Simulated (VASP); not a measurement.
Band structure of MgO (rock salt). Level of theory: vdW-DF-cx, VASP's PBE PAW potentials (set 64) (plane waves; VASP).

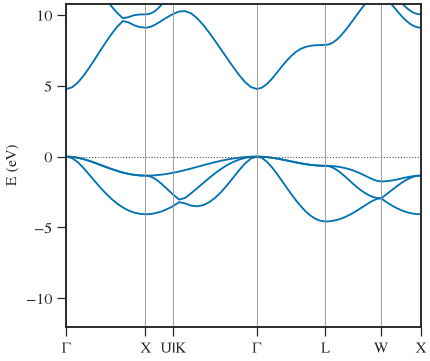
Figure: Bands along high-symmetry lines, zero at the valence-band maximum or, without a gap, the Fermi level

Read the plot: is there a gap, and where are the band edges?

The gap is direct, 4.77 eV, from the valence maximum at Γ to the conduction minimum at Γ. (Edges off the drawn lines would not show.)

Measured: gap 8.36 eV (computed value off by -3.59 eV), as given by Wei Chen et al., Physical Review Materials (2018), doi:10.1103/physrevmaterials.2.073803 [zero-point renormalisation of 0.53 eV added back (the table's ZPR column)].

The compound is MgO in the rock salt structure. It was relaxed first.
